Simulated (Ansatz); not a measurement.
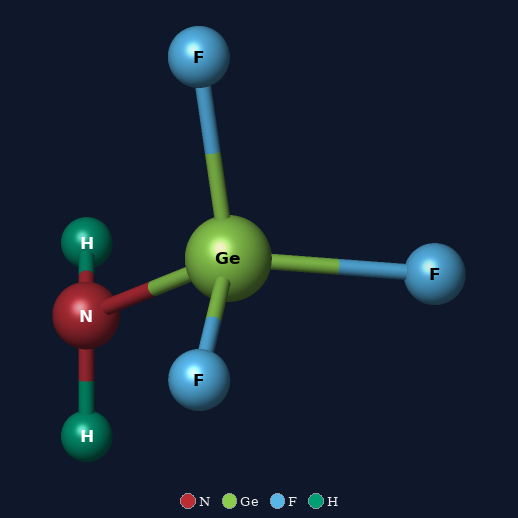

Every bond is drawn as one stick, whatever its order.

Computed geometry: PBE0-D4/def2-TZVP optimisation.

What does the picture show?

Formula F3GeH2N. SMILES: `[NH2][Ge]([F])([F])[F]`. The point group is Cs. Coordination, clear cases only: 1 Ge tetrahedral.

The parts below concern this one geometry. Atoms keep their numbers from picture to picture.

### Shape

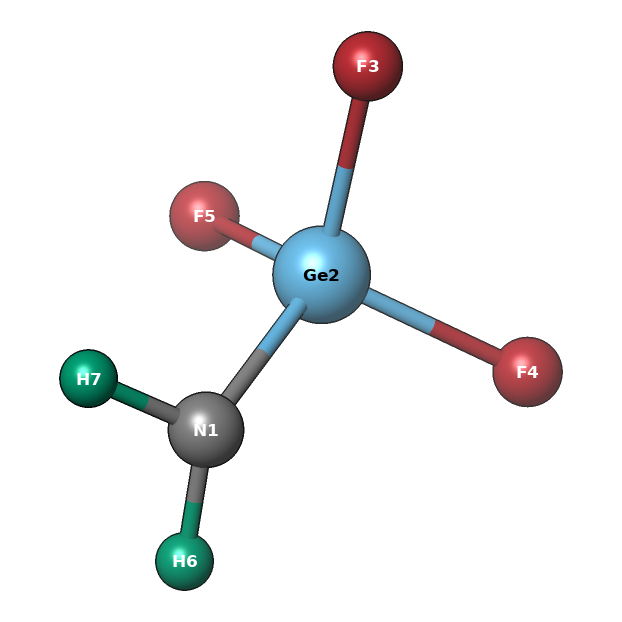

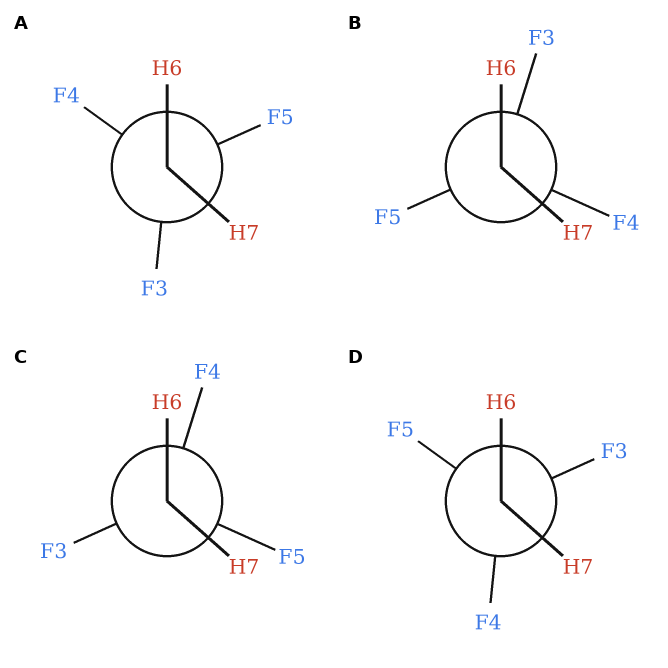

Distant atoms are faded towards the background colour. Bonds that would overlap in a projection are set slightly apart.

Which Newman projection shows the view along N1–Ge2, with N1 in front?

Answer. A. The torsion angle H6–N1–Ge2–F3 is −174°, antiperiplanar (anti).

### Dipole moment

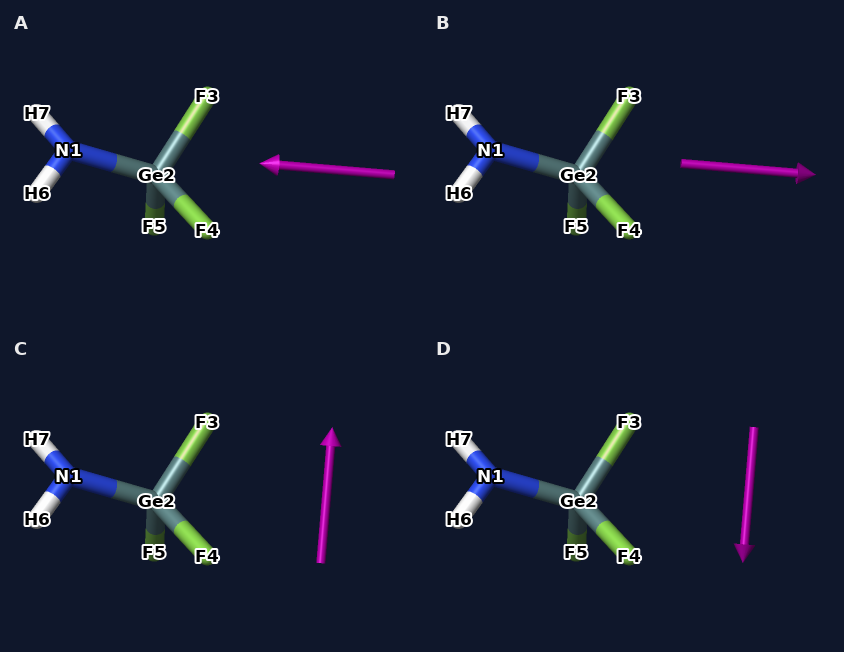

The same molecule four times, each with an arrow. Level of theory: RKS PBE0-D4/def2-TZVP (Ansatz 0.2.0).

Which arrow points along the dipole moment, from the negative to the positive end?

Answer. A. The dipole moment is 3.35 D; it points from the side of F3, F4 to the side of H6, H7 (the outermost atoms at the two ends).

### Vibrations

Harmonic vibrations computed with RKS PBE0-D4/def2-TZVP (Ansatz 0.2.0) at a stationary point of the same level.

How many vibrational modes are there, and where do they lie?

Answer. 15 modes: 77, 186, 236, 248, 260, 278, 487, 715, 753, 769, 787, 913, 1574, 3581, 3680 cm⁻¹.

### Charges

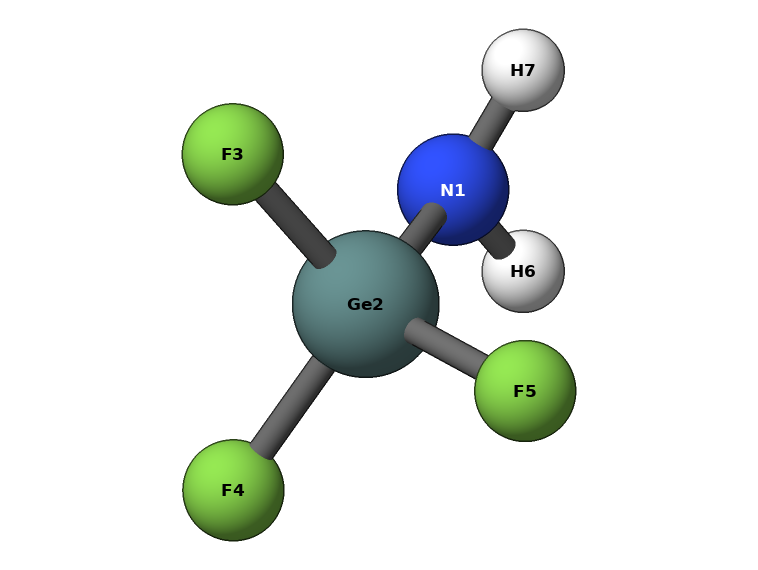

The questions are on Mulliken charges. Level of theory: RKS PBE0-D4/def2-TZVP (Ansatz 0.2.0).

Give the Mulliken charges atom by atom.

```json
{"atom": "N1", "value (e)": "−0.61"}
{"atom": "Ge2", "value (e)": "1.11"}
{"atom": "F3", "value (e)": "−0.34"}
{"atom": "F4", "value (e)": "−0.34"}
{"atom": "F5", "value (e)": "−0.34"}
{"atom": "H6", "value (e)": "0.26"}
{"atom": "H7", "value (e)": "0.26"}
```

Mulliken values depend strongly on the basis set and can even reverse the polarity of a bond.
